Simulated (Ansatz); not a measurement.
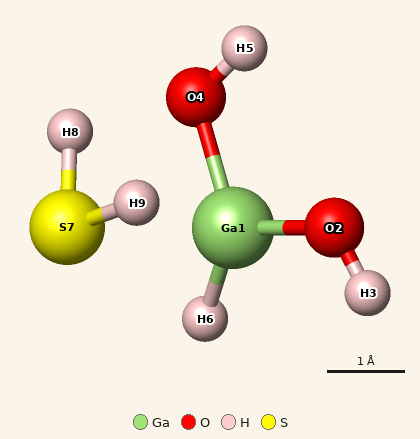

The starting structure (ball-and-stick view, seen at a tilt; atoms are numbered from 1 in the order of the input). Sticks mark near contacts.

**Nudged elastic band of GaH5SO2**

GaH5SO2, computed with RKS B3LYP/def2-SVP (Ansatz 0.2.0).

It belongs to a series of runs on one base structure; here: band between the two ends. Figures and captions count atoms from 1; the log counts them from 0 in places.

Log:
```
Engine: ansatz 0.2.0, aarch64-unknown-linux-gnu
Functional definition: B3LYP
  parameter a0 = 0.2
  parameter ax = 0.72
  parameter ac = 0.81
  exchange = (1 - a0 - ax)*slater_x + ax*b88_x + a0*exact_x
  correlation = (1 - ac)*vwn_rpa_c + ac*lyp_c
1061 factors; integrals over basis functions are off by at most 3.1e-4 eV
mean field evaluation 1: about -67368.5438 eV, gradient 7.8e1 eV
mean field evaluation 2: about -67324.0909 eV, gradient 1.6e2 eV
mean field evaluation 4: about -67378.9226 eV, gradient 8.0e0 eV
mean field evaluation 8: about -67379.0446 eV, gradient 1.8e-1 eV
mean field -67379.04469214 eV, -2476.1342212793 hartree, gradient 7.8e-5 eV, S^2 0.000000; 0 other end points of the search recorded, 0 dependent functions left out
the calculation of the forces begins
reference -67379.04494156 eV, -2476.1342304454 hartree; 34, 34 occupied and 69, 69 virtual orbitals, 1061 factors
1063 factors; integrals over basis functions are off by at most 1.0e-3 eV
mean field evaluation 16: about -67370.7153 eV, gradient 7.2e1 eV
mean field -67379.56831362 eV, -2476.1534640138 hartree, gradient 2.8e-5 eV, S^2 0.000000; 0 other end points of the search recorded, 0 dependent functions left out
[... from here on the field's lines of each further geometry are left out, up to the last ...]
NEB iter   1: max|band force component| = 3.332e1 eV/Å  barrier→ = 6.2992 eV  barrier← = 6.8228 eV  Δτ_max = 0.2000 Å  (282 SCF iters)
NEB iter   2: max|band force component| = 9.390e0 eV/Å  barrier→ = 1.6189 eV  barrier← = 2.1426 eV  Δτ_max = 0.2000 Å  (264 SCF iters)
NEB iter   3: max|band force component| = 4.752e0 eV/Å  barrier→ = 0.5943 eV  barrier← = 1.1180 eV  Δτ_max = 0.2000 Å  (263 SCF iters)
NEB iter   4: max|band force component| = 1.571e0 eV/Å  barrier→ = 0.3106 eV  barrier← = 0.8342 eV  Δτ_max = 0.1967 Å  (255 SCF iters)
NEB iter   5: max|band force component| = 7.978e-1 eV/Å  barrier→ = 0.2376 eV  barrier← = 0.7612 eV  Δτ_max = 0.2000 Å  (246 SCF iters)
NEB iter   6: max|band force component| = 6.417e-1 eV/Å  barrier→ = 0.1992 eV  barrier← = 0.7228 eV  Δτ_max = 0.1984 Å  (248 SCF iters)
NEB iter   7: max|band force component| = 4.611e-1 eV/Å  barrier→ = 0.1790 eV  barrier← = 0.7026 eV  CI = image 4  Δτ_max = 0.1975 Å  (243 SCF iters)
NEB iter   8: max|band force component| = 3.035e-1 eV/Å  barrier→ = 0.1962 eV  barrier← = 0.7199 eV  CI = image 4  Δτ_max = 0.1437 Å  (238 SCF iters)
NEB iter   9: max|band force component| = 3.019e-1 eV/Å  barrier→ = 0.1969 eV  barrier← = 0.7206 eV  CI = image 4  Δτ_max = 0.1145 Å  (238 SCF iters)
NEB iter  10: max|band force component| = 2.288e-1 eV/Å  barrier→ = 0.1960 eV  barrier← = 0.7197 eV  CI = image 4  Δτ_max = 0.1970 Å  (235 SCF iters)
NEB iter  11: max|band force component| = 2.753e-1 eV/Å  barrier→ = 0.1956 eV  barrier← = 0.7192 eV  CI = image 4  Δτ_max = 0.0899 Å  (234 SCF iters)
NEB iter  12: max|band force component| = 1.321e-1 eV/Å  barrier→ = 0.1955 eV  barrier← = 0.7191 eV  CI = image 4  Δτ_max = 0.0998 Å  (221 SCF iters)
NEB iter  13: max|band force component| = 1.654e-1 eV/Å  barrier→ = 0.1954 eV  barrier← = 0.7190 eV  CI = image 4  Δτ_max = 0.0502 Å  (227 SCF iters)
the calculation of the forces begins
reference -67379.53931250 eV, -2476.1523982423 hartree; 34, 34 occupied and 69, 69 virtual orbitals, 1063 factors
1061 factors; integrals over basis functions are off by at most 1.3e-3 eV
mean field evaluation 1024: about -67378.8493 eV, gradient 4.2e-4 eV
mean field -67378.84934562 eV, -2476.1270424271 hartree, gradient 1.2e-5 eV, S^2 0.000000; 1 other end points of the search recorded, 0 dependent functions left out
the calculation of the forces begins
reference -67378.84958972 eV, -2476.1270513977 hartree; 34, 34 occupied and 69, 69 virtual orbitals, 1061 factors
NEB iter  14: max|band force component| = 4.434e-2 eV/Å  barrier→ = 0.1953 eV  barrier← = 0.7190 eV  CI = image 4  Δτ_max = 0.0000 Å  (452 SCF iters)
```

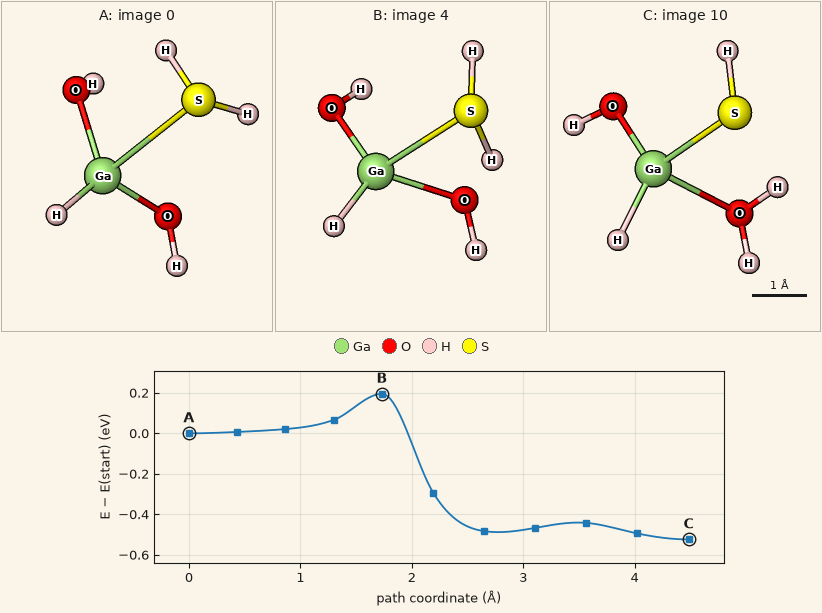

Images of the last band (counted from 0; ball-and-stick, seen at a tilt) above the energy along the path; the line is a cubic interpolation that uses the forces. The highest image is number 4, 0.195 eV above the start and 0.719 eV above the end (the climbing image); the end lies 0.524 eV below the start. The path is 4.48 Å long. The band converged in 14 iterations.

```
Total energy: -67378.84958972 eV, -2476.1270513977 hartree
Atom 0 at    -0.147537     0.252119    -0.040779 Å, force     0.005263    -0.002220    -0.003842 eV/Å
Atom 1 at    -0.160844    -0.282397     1.810381 Å, force    -0.000895     0.002495     0.003249 eV/Å
Atom 2 at    -0.908479    -0.797220     2.147640 Å, force     0.001096    -0.002544    -0.001827 eV/Å
Atom 3 at     1.448501    -0.102282    -0.780418 Å, force    -0.005944     0.001541     0.006120 eV/Å
Atom 4 at     2.134702    -0.328982    -0.139933 Å, force     0.002052    -0.001101    -0.003465 eV/Å
Atom 5 at    -1.470880     0.166485    -0.852045 Å, force    -0.000439     0.001044     0.000508 eV/Å
Atom 6 at    -0.056954     2.445334     1.275359 Å, force     0.001224    -0.004261     0.002086 eV/Å
Atom 7 at     1.295345     2.484105     1.322562 Å, force    -0.001651    -0.000921     0.000303 eV/Å
Atom 8 at    -0.160155     1.105837     2.011735 Å, force    -0.000708     0.005967    -0.003132 eV/Å
Dipole moment:    -0.093786    -0.106944     0.482063 e Å
this run last wrote the band of iteration 14 to [file]
```

The last band as extended XYZ (Å, eV, eV/Å):
```
9
Properties=species:S:1:pos:R:3:forces:R:3 image=0 energy=-67379.04469
Ga   -0.2674    0.0216    0.1327    0.0010  -0.0091   0.0098
O    -0.2318   -0.8870    1.6973   -0.0040   0.0137  -0.0243
H    -1.0944   -1.1997    1.9972    0.0002  -0.0037   0.0067
O     1.4193    0.2347   -0.5017   -0.0203  -0.0033   0.0050
H     2.0493   -0.3176   -0.0200    0.0221  -0.0057  -0.0004
H    -1.5082    0.1989   -0.7903    0.0016   0.0003  -0.0038
S     0.0225    2.5994    1.2247    0.0240  -0.0166   0.0254
H     1.2123    2.3115    0.6357   -0.0186   0.0047   0.0046
H     0.3721    1.9812    2.3788   -0.0061   0.0196  -0.0230
9
Properties=species:S:1:pos:R:3:forces:R:3 image=1 energy=-67379.03774
Ga   -0.2416    0.0236    0.0881    0.0005   0.0006   0.0005
O    -0.1905   -0.7481    1.7300   -0.0035  -0.0086  -0.0012
H    -1.0407   -1.0776    2.0469   -0.0029  -0.0067  -0.0026
O     1.4212    0.1390   -0.6091   -0.0004   0.0075   0.0058
H     2.0630   -0.3668   -0.0932   -0.0006   0.0018   0.0045
H    -1.5060    0.1588   -0.8100    0.0006   0.0012  -0.0001
S    -0.0028    2.5776    1.2395    0.0022  -0.0007   0.0002
H     1.2761    2.4232    0.8216   -0.0042  -0.0049  -0.0115
H     0.1951    1.8134    2.3407    0.0083   0.0097   0.0045
9
Properties=species:S:1:pos:R:3:forces:R:3 image=2 energy=-67379.02356
Ga   -0.2148    0.0291    0.0473   -0.0021  -0.0058   0.0001
O    -0.1568   -0.6137    1.7534   -0.0007  -0.0188  -0.0018
H    -0.9900   -0.9768    2.0790   -0.0091  -0.0127  -0.0090
O     1.4182    0.0201   -0.7093    0.0036   0.0118   0.0053
H     2.0813   -0.3992   -0.1452   -0.0030  -0.0023   0.0048
H    -1.5031    0.1462   -0.8179    0.0007   0.0008   0.0002
S    -0.0148    2.5742    1.2532   -0.0012   0.0004   0.0016
H     1.3215    2.5160    1.0487    0.0003  -0.0010  -0.0191
H     0.0321    1.6470    2.2452    0.0114   0.0277   0.0177
9
Properties=species:S:1:pos:R:3:forces:R:3 image=3 energy=-67378.97832
Ga   -0.1855    0.0847    0.0072   -0.0090  -0.0774   0.0268
O    -0.1408   -0.4475    1.7761    0.0013  -0.0854  -0.0276
H    -0.9368   -0.8783    2.1128   -0.0229  -0.0513  -0.0332
O     1.4287   -0.0605   -0.7649    0.0018   0.0293   0.0044
H     2.1108   -0.3711   -0.1554   -0.0055  -0.0153   0.0008
H    -1.4896    0.1515   -0.8366   -0.0008   0.0020  -0.0079
S    -0.0357    2.5335    1.2811    0.0013   0.0378   0.0168
H     1.3165    2.5155    1.2466    0.0095   0.0125  -0.0205
H    -0.0939    1.4151    2.0876    0.0243   0.1477   0.0405
9
Properties=species:S:1:pos:R:3:forces:R:3 image=4 energy=-67378.84935
Ga   -0.1475    0.2521   -0.0408    0.0053  -0.0022  -0.0038
O    -0.1608   -0.2824    1.8104   -0.0009   0.0025   0.0032
H    -0.9085   -0.7972    2.1476    0.0011  -0.0025  -0.0018
O     1.4485   -0.1023   -0.7804   -0.0059   0.0015   0.0061
H     2.1347   -0.3290   -0.1399    0.0021  -0.0011  -0.0035
H    -1.4709    0.1665   -0.8520   -0.0004   0.0010   0.0005
S    -0.0570    2.4453    1.2754    0.0012  -0.0043   0.0021
H     1.2953    2.4841    1.3226   -0.0017  -0.0009   0.0003
H    -0.1602    1.1058    2.0117   -0.0007   0.0060  -0.0031
9
Properties=species:S:1:pos:R:3:forces:R:3 image=5 energy=-67379.33697
Ga   -0.1062    0.4544   -0.0988    0.0926   0.4685  -0.1254
O    -0.1584   -0.2458    1.8601    0.0139   0.1251   0.1416
H    -0.9306   -0.7459    2.1678   -0.0290   0.1429   0.0920
O     1.4484   -0.1316   -0.7800   -0.0217  -0.1043  -0.0025
H     2.1497   -0.2950   -0.1378    0.0214   0.0638  -0.0077
H    -1.4489    0.1673   -0.8407    0.0282  -0.0306   0.0611
S    -0.0482    2.4944    1.1464    0.0192   0.1254  -0.3411
H     1.2940    2.4904    1.3252    0.0121   0.0236  -0.0515
H    -0.2261    0.7547    2.1123   -0.1367  -0.8144   0.2336
9
Properties=species:S:1:pos:R:3:forces:R:3 image=6 energy=-67379.52755
Ga   -0.0812    0.5354   -0.0964    0.0054   0.0198  -0.0099
O    -0.2042   -0.3036    1.9175   -0.0219  -0.0396   0.0101
H    -0.9963   -0.8043    2.1652   -0.0217  -0.0159  -0.0076
O     1.4128   -0.2261   -0.7444   -0.0168  -0.0206   0.0149
H     2.2142   -0.1042   -0.2220    0.0223   0.0511  -0.0180
H    -1.4367    0.1480   -0.7679    0.0092   0.0031   0.0178
S     0.0114    2.5700    0.9795    0.0316   0.0218  -0.0490
H     1.3449    2.5361    1.2102    0.0194   0.0219  -0.0291
H    -0.2911    0.5919    2.3129   -0.0276  -0.0416   0.0709
9
Properties=species:S:1:pos:R:3:forces:R:3 image=7 energy=-67379.51123
Ga   -0.0801    0.5901   -0.0689   -0.0175  -0.0269  -0.0031
O    -0.1803   -0.3518    1.9063   -0.0135  -0.0142   0.0370
H    -0.9895   -0.8464    2.1081   -0.0025  -0.0154  -0.0059
O     1.4395   -0.1106   -0.7332   -0.0216  -0.0556  -0.0544
H     2.1425   -0.3106   -0.1049    0.0269   0.0912   0.0362
H    -1.4322    0.1379   -0.7108   -0.0085   0.0215  -0.0055
S    -0.0251    2.6262    0.9725    0.0511  -0.0135  -0.0081
H     1.3251    2.7272    0.9679   -0.0071  -0.0006   0.0056
H    -0.2263    0.4810    2.4174   -0.0073   0.0135  -0.0017
9
Properties=species:S:1:pos:R:3:forces:R:3 image=8 energy=-67379.48667
Ga   -0.0705    0.6087   -0.0621   -0.0414  -0.0045  -0.0027
O    -0.1349   -0.3342    1.9230    0.0053  -0.0005   0.0129
H    -0.9607   -0.7961    2.1367    0.0013   0.0068  -0.0040
O     1.5551    0.1007   -0.6618    0.0209   0.0397   0.0113
H     1.9714   -0.6158   -0.1679   -0.0200  -0.0309  -0.0069
H    -1.4084    0.0677   -0.6725    0.0034  -0.0144  -0.0098
S    -0.0837    2.6584    0.9310    0.0374  -0.0260  -0.0126
H     1.2681    2.7381    0.9189   -0.0092   0.0347   0.0107
H    -0.1627    0.5155    2.4091    0.0022  -0.0048   0.0010
9
Properties=species:S:1:pos:R:3:forces:R:3 image=9 energy=-67379.53907
Ga   -0.0431    0.5982   -0.0261   -0.0058  -0.0005   0.0069
O    -0.1508   -0.3124    1.9763   -0.0043  -0.0024   0.0137
H    -0.9983   -0.7321    2.1901   -0.0170   0.0154   0.0062
O     1.6541    0.1921   -0.4835    0.0243   0.0343   0.0561
H     1.8609   -0.7502   -0.4799   -0.0218  -0.0365  -0.0859
H    -1.3340   -0.0326   -0.6551    0.0247  -0.0247  -0.0040
S    -0.1115    2.6739    0.8833    0.0056  -0.0063  -0.0119
H     1.2397    2.7667    0.8930   -0.0055   0.0185   0.0060
H    -0.1432    0.5393    2.4565   -0.0002   0.0021   0.0129
9
Properties=species:S:1:pos:R:3:forces:R:3 image=10 energy=-67379.56831
Ga    0.0036    0.5422    0.0240   -0.0098   0.0117   0.0043
O    -0.2013   -0.2796    2.0585   -0.0017  -0.0006   0.0003
H    -1.0845   -0.6338    2.2453   -0.0031  -0.0058  -0.0007
O     1.7167    0.1401   -0.3663    0.0072  -0.0006  -0.0017
H     1.8361   -0.6982   -0.8297   -0.0012   0.0001   0.0012
H    -1.2416   -0.1455   -0.6360    0.0019  -0.0027  -0.0010
S    -0.1191    2.6458    0.8658    0.0147  -0.0049  -0.0006
H     1.2281    2.7861    0.8811   -0.0109  -0.0002  -0.0036
H    -0.1643    0.5859    2.5118    0.0028   0.0030   0.0019
```

This output came from the following input.

Input file:
```yaml
crystal:
  periodic: [false, false, false]
  atoms:
    - { symbol: Ga, position_ang: [-0.26743, 0.02157, 0.132742] }
    - { symbol: O, position_ang: [-0.231781, -0.887045, 1.697287] }
    - { symbol: H, position_ang: [-1.0944, -1.199695, 1.997246] }
    - { symbol: O, position_ang: [1.419283, 0.234713, -0.501677] }
    - { symbol: H, position_ang: [2.049336, -0.317587, -0.019959] }
    - { symbol: H, position_ang: [-1.508245, 0.198908, -0.790317] }
    - { symbol: S, position_ang: [0.022508, 2.599431, 1.224667] }
    - { symbol: H, position_ang: [1.212349, 2.311523, 0.635736] }
    - { symbol: H, position_ang: [0.37208, 1.981181, 2.378776] }
basis:
  gaussian: { orbitals: def2-SVP }
hamiltonian:
  xc: b3lyp
neb:
  order_check: false
  images: 9
  f_tol: 0.05
  max_iterations: 54
  final_atoms:
    - { symbol: Ga, position_ang: [0.00356896, 0.54221924, 0.02402193] }
    - { symbol: O, position_ang: [-0.20125476, -0.27958641, 2.05852283] }
    - { symbol: H, position_ang: [-1.08450746, -0.63377367, 2.2453173] }
    - { symbol: O, position_ang: [1.71667688, 0.14005551, -0.36631904] }
    - { symbol: H, position_ang: [1.83610357, -0.6981783, -0.82973889] }
    - { symbol: H, position_ang: [-1.24155695, -0.14549705, -0.63597305] }
    - { symbol: S, position_ang: [-0.11913599, 2.64575149, 0.86582195] }
    - { symbol: H, position_ang: [1.22806875, 2.78611478, 0.88108306] }
    - { symbol: H, position_ang: [-0.164263, 0.58589341, 2.51176491] }
  initial_path:
    images:
      - { positions_ang: [[-0.26743, 0.02157, 0.132742], [-0.231781, -0.887045, 1.697287], [-1.0944, -1.199695, 1.997246], [1.419283, 0.234713, -0.501677], [2.049336, -0.317587, -0.019959], [-1.508245, 0.198908, -0.790317], [0.022508, 2.599431, 1.224667], [1.212349, 2.311523, 0.635736], [0.37208, 1.981181, 2.378776]] }
      - { positions_ang: [[-0.20319362, 0.02273369, 0.09967035], [-0.19910587, -0.72157863, 1.77825322], [-1.07354228, -1.03372967, 2.07272705], [1.4658522, 0.20575162, -0.56850322], [2.03517854, -0.42401317, -0.21811718], [-1.45831033, 0.16641759, -0.81110931], [0.03317608, 2.56558052, 1.1555508], [1.08052045, 2.33446031, 0.94761111], [0.29312483, 1.82737674, 2.29841817]] }
      - { positions_ang: [[-0.13895724, 0.02389739, 0.06659869], [-0.16643075, -0.55611226, 1.85921945], [-1.05268457, -0.86776434, 2.14820811], [1.51242141, 0.17679025, -0.63532944], [2.02102108, -0.53043934, -0.41627536], [-1.40837566, 0.13392718, -0.83190161], [0.04384416, 2.53173003, 1.0864346], [0.9486919, 2.35739763, 1.25948622], [0.21416966, 1.67357247, 2.21806033]] }
      - { positions_ang: [[-0.07472086, 0.02506108, 0.03352704], [-0.13375562, -0.3906459, 1.94018567], [-1.03182685, -0.70179902, 2.22368916], [1.55899061, 0.14782887, -0.70215566], [2.00686362, -0.63686551, -0.61443353], [-1.35844099, 0.10143677, -0.85269392], [0.05451224, 2.49787955, 1.0173184], [0.81686335, 2.38033494, 1.57136133], [0.13521449, 1.51976821, 2.1377025]] }
      - { positions_ang: [[-0.01048448, 0.02622477, 0.00045539], [-0.10108049, -0.22517953, 2.0211519], [-1.01096914, -0.53583369, 2.29917022], [1.60555981, 0.11886749, -0.76898188], [1.99270616, -0.74329168, -0.81259171], [-1.30850632, 0.06894636, -0.87348622], [0.06518032, 2.46402907, 0.9482022], [0.6850348, 2.40327225, 1.88323645], [0.05625933, 1.36596394, 2.05734467]] }
      - { positions_ang: [[0.0537519, 0.02738847, -0.03261627], [-0.06840536, -0.05971316, 2.10211812], [-0.99011142, -0.36986836, 2.37465127], [1.65212902, 0.08990612, -0.83580811], [1.97854871, -0.84971785, -1.01074989], [-1.25857165, 0.03645596, -0.89427853], [0.0758484, 2.43017859, 0.879086], [0.55320626, 2.42620957, 2.19511156], [-0.02269584, 1.21215968, 1.97698684]] }
      - { positions_ang: [[0.04371531, 0.13035462, -0.02128863], [-0.09497524, -0.10368781, 2.09339906], [-1.00899063, -0.42264942, 2.34878448], [1.66503859, 0.09993599, -0.74191029], [1.95005968, -0.81940994, -0.97454769], [-1.25516871, 6.535e-05, -0.84261743], [0.03685152, 2.47329317, 0.87643319], [0.68817875, 2.49819061, 1.93230586], [-0.05100927, 1.08690642, 2.08394245]] }
      - { positions_ang: [[0.03367872, 0.23332077, -0.00996099], [-0.12154512, -0.14766246, 2.08468001], [-1.02786984, -0.47543048, 2.32291768], [1.67794816, 0.10996587, -0.64801248], [1.92157065, -0.78910203, -0.93834549], [-1.25176577, -0.03632525, -0.79095634], [-0.00214535, 2.51640775, 0.87378038], [0.82315125, 2.57017165, 1.66950016], [-0.07932271, 0.96165317, 2.19089807]] }
      - { positions_ang: [[0.02364214, 0.33628693, 0.00136665], [-0.148115, -0.19163711, 2.07596095], [-1.04674904, -0.52821154, 2.29705089], [1.69085773, 0.11999575, -0.55411467], [1.89308162, -0.75879412, -0.90214329], [-1.24836283, -0.07271585, -0.73929524], [-0.04114223, 2.55952233, 0.87112757], [0.95812375, 2.64215269, 1.40669446], [-0.10763614, 0.83639992, 2.29785368]] }
      - { positions_ang: [[0.01360555, 0.43925308, 0.01269429], [-0.17468488, -0.23561176, 2.06724189], [-1.06562825, -0.58099261, 2.27118409], [1.7037673, 0.13002563, -0.46021685], [1.8645926, -0.72848621, -0.86594109], [-1.24495989, -0.10910645, -0.68763415], [-0.08013911, 2.60263691, 0.86847476], [1.09309625, 2.71413374, 1.14388876], [-0.13594957, 0.71114666, 2.4048093]] }
      - { positions_ang: [[0.00356896, 0.54221924, 0.02402193], [-0.20125476, -0.27958641, 2.05852283], [-1.08450746, -0.63377367, 2.2453173], [1.71667688, 0.14005551, -0.36631904], [1.83610357, -0.6981783, -0.82973889], [-1.24155695, -0.14549705, -0.63597305], [-0.11913599, 2.64575149, 0.86582195], [1.22806875, 2.78611478, 0.88108306], [-0.164263, 0.58589341, 2.51176491]] }
```

Launched with:
```bash
ansatz run input.yaml --threads 2 --pin off --max-ram 3072MiB --backend cpu --events-out ev --progress --plain --runs-dir out
```

Key numbers:

| quantity | value |
| --- | --- |
| outcome | converged |
| barrier, forward | 0.195 eV |
| barrier, backward | 0.719 eV |
| hardware | 2 threads of Arm Neoverse V1, 24 GiB of memory available, shared host |
| wall time | 5.7 min (CPU time 11 min) |
| peak memory | 0.25 GiB |

Remarks:

The order of the saddle point was not checked.
